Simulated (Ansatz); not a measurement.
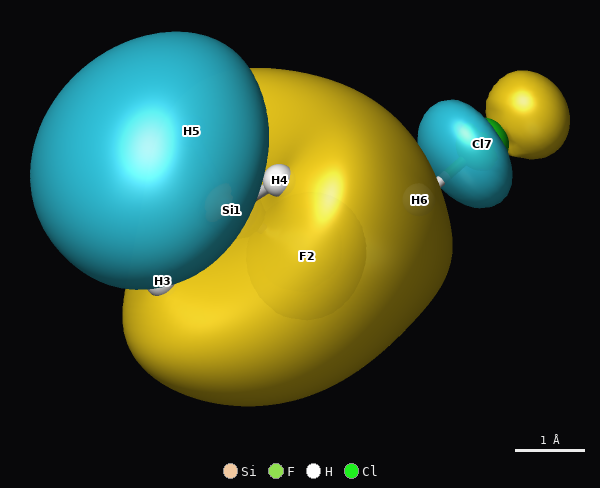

Figure. FH3Si···HCl. The LUMO at ±0.05 Å⁻³ᐟ² (yellow and cyan are the two phases), seen at a tilt.

The reactant side of a reaction path; geometry: PBE0-D4/def2-TZVP.

The calculation used RKS PBE0-D4/def2-TZVPP in Ansatz.

```yaml
atoms:
  - { symbol: Si, position_ang: [-0.8400, -0.7366, 0.1176] }
  - { symbol: F, position_ang: [0.7195, -0.5018, -0.2175] }
  - { symbol: H, position_ang: [-1.1158, -2.1815, -0.0446] }
  - { symbol: H, position_ang: [-1.0716, -0.3001, 1.5123] }
  - { symbol: H, position_ang: [-1.6321, 0.0711, -0.8362] }
  - { symbol: H, position_ang: [1.7858, 1.2095, -0.2878] }
  - { symbol: Cl, position_ang: [2.1541, 2.4392, -0.2440] }
```

Where does this orbital lie, and at what energy?

It lies mainly on Si1 (about 60 %), F2 (about 10 %), H3 (about 5 %), H4 (about 5 %) and H5 (about 5 %). Its energy is −0.54 eV.
